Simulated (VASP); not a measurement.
Band structure of Mo (bcc). Calculation: PBE GGA with spin-orbit coupling, VASP's PBE PAW potentials (set 64) (plane waves; VASP 6.6.1).

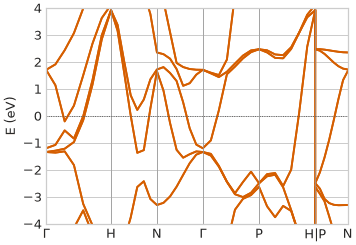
Bands along high-symmetry lines, zero at the valence-band maximum or, without a gap, the Fermi level

Question: Read the plot: is there a gap, and where are the band edges?

Answer: It has no gap at this level: it comes out as a metal or semimetal.

The compound is Mo in the bcc structure. It was relaxed first.
